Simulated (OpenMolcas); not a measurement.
# Run report: MoNCl4 (charge −2), single-point calculation (part 3 of 3)

MoNCl4, charge −2, multiplicity 4; CASPT2/ANO-R1, sfX2C (OpenMolcas 26.06). The geometry is that of the parent species in another charge or spin state. The geometry comes from this level: GFN2-xTB.

Geometry of the input (Å):
```
Mo 0.0003  -0.0009  0.0891
N  0.0024  -0.0051  1.8042
Cl 2.3682  0.0155  -0.4763
Cl -0.0142  2.3701  -0.4662
Cl -2.3697  -0.0116  -0.4701
Cl 0.0131  -2.3680  -0.4807
```

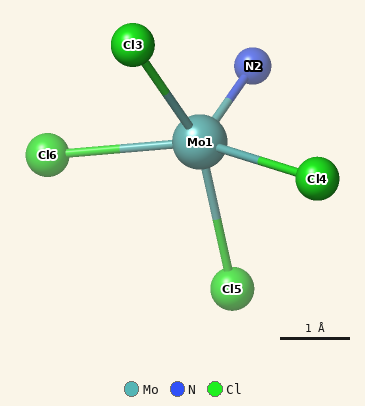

The structure as given in the input (ball-and-stick view, seen at a tilt; atoms are numbered from 1 in the order of the input). Sticks mark near contacts.

**What the program printed, continued**
```
AIVX     1  Mu1.0003  In1.049 Se1.064               0.28383236      0.00000019     -0.00000044     -0.00000000
AIVX     1  Mu1.0001  In1.050 Se1.064               0.15982970      0.00049982     -0.00061454     -0.00000031
AIVX     1  Mu1.0002  In1.050 Se1.064               0.27550149     -0.00000011      0.00000020     -0.00000000
AIVX     1  Mu1.0003  In1.050 Se1.064               0.27958705      0.00000018     -0.00000034     -0.00000000
AIVX     1  Mu1.0001  In1.051 Se1.064               0.14971818     -0.00000110      0.00000121     -0.00000000
AIVX     1  Mu1.0002  In1.051 Se1.064               0.26538997      0.00009979     -0.00015595     -0.00000002
AIVX     1  Mu1.0003  In1.051 Se1.064               0.26947553     -0.00007804      0.00013246     -0.00000001
AIVX     1  Mu1.0001  In1.052 Se1.064               0.13190507     -0.00000059      0.00000057     -0.00000000
AIVX     1  Mu1.0002  In1.052 Se1.064               0.24757686     -0.00000010      0.00000009     -0.00000000
AIVX     1  Mu1.0003  In1.052 Se1.064               0.25166242      0.00000020     -0.00000029     -0.00000000
AIVX     1  Mu1.0001  In1.053 Se1.064               0.12253974      0.00044789     -0.00044450     -0.00000020
AIVX     1  Mu1.0002  In1.053 Se1.064               0.23821153      0.00000018     -0.00000025     -0.00000000
AIVX     1  Mu1.0003  In1.053 Se1.064               0.24229709     -0.00000007      0.00000017     -0.00000000
AIVX     1  Mu1.0001  In1.054 Se1.064               0.11056342      0.00013299     -0.00015378     -0.00000002
AIVX     1  Mu1.0002  In1.054 Se1.064               0.22623521      0.00000008     -0.00000012     -0.00000000
AIVX     1  Mu1.0003  In1.054 Se1.064               0.23032077      0.00000008     -0.00000013     -0.00000000
AIVX     1  Mu1.0001  In1.055 Se1.064               0.10904644     -0.00000012      0.00000008     -0.00000000
AIVX     1  Mu1.0002  In1.055 Se1.064               0.22471823      0.00005517     -0.00008367     -0.00000000
AIVX     1  Mu1.0003  In1.055 Se1.064               0.22880379     -0.00019092      0.00033278     -0.00000006
AIVX     1  Mu1.0001  In1.056 Se1.064               0.10879826     -0.00000171      0.00000176     -0.00000000
AIVX     1  Mu1.0002  In1.056 Se1.064               0.22447005     -0.00000133      0.00000201     -0.00000000
AIVX     1  Mu1.0003  In1.056 Se1.064               0.22855561      0.00000510     -0.00000884     -0.00000000
AIVX     1  Mu1.0001  In1.057 Se1.064               0.08540495      0.00000001     -0.00000001     -0.00000000
AIVX     1  Mu1.0002  In1.057 Se1.064               0.20107674      0.00000075     -0.00000106     -0.00000000
AIVX     1  Mu1.0003  In1.057 Se1.064               0.20516230     -0.00000082      0.00000137     -0.00000000
AIVX     1  Mu1.0001  In1.058 Se1.064               0.07983389      0.00000022     -0.00000010     -0.00000000
AIVX     1  Mu1.0002  In1.058 Se1.064               0.19550568     -0.00014004      0.00019672     -0.00000003
AIVX     1  Mu1.0003  In1.058 Se1.064               0.19959124      0.00005637     -0.00011054     -0.00000001
AIVX     1  Mu1.0001  In1.058 Se1.065               0.29553712     -0.00000024      0.00000073     -0.00000000
AIVX     1  Mu1.0001  In1.058 Se1.066               0.29840503     -0.00000070      0.00000283     -0.00000000
BVATM    1  Mu1.0001  Se1.065 Se1.064               0.22607126      0.00000000      0.00000001      0.00000000
BVATM    1  Mu1.0001  Se1.066 Se1.064               0.22893918      0.00000002      0.00000004      0.00000000
BVATM    1  Mu1.0001  Se1.067 Se1.064               0.23280695      0.00000017     -0.00000022     -0.00000000
BVATM    1  Mu1.0001  Se1.068 Se1.064               0.23427474     -0.00001765      0.00002022     -0.00000000
BVATM    1  Mu1.0001  Se1.069 Se1.064               0.24106339     -0.00000001     -0.00000001      0.00000000
BVATM    1  Mu1.0001  Se1.070 Se1.064               0.27476907     -0.00000008      0.00000007     -0.00000000
BJATP    1  Mu1.0001  In1.054 Se1.064 Se1.064       0.29448551      0.00000014     -0.00000030     -0.00000000
BJATP    1  Mu1.0001  In1.055 Se1.064 Se1.064       0.29296854      0.00000061     -0.00000117     -0.00000000
BJATP    1  Mu1.0001  In1.056 Se1.064 Se1.064       0.29272035      0.00002889     -0.00005466     -0.00000000
BJATP    1  Mu1.0001  In1.057 Se1.064 Se1.064       0.26932704     -0.00000002      0.00000004     -0.00000000
BJATP    1  Mu1.0001  In1.058 Se1.064 Se1.064       0.26375598     -0.00000002      0.00000003     -0.00000000
--

   (Skipping property calculation,
    use PROP keyword to activate)
--

  Total CASPT2 energies:
::    CASPT2 Root  1     Total energy:  -5945.59832673

  A NEW JOBIPH FILE NAMED 'JOBMIX' IS PREPARED.
********************************************************************************
--- Stop Module: caspt2 /rc=_RC_ALL_IS_WELL_ ---
--- Module caspt2 spent 3 seconds ---

.##################.
.# Happy landing! #.
.##################.

    Timing: Wall=49.55 User=47.83 System=1.04
```

**Key numbers**

| quantity | value |
| --- | --- |
| outcome | converged |
| total energy | −5945.598327 hartree |
| CASSCF energy | −5944.519036 hartree |
| basis functions | 126 |
| wall time | 50 s |
| peak memory | 0.28 GiB |
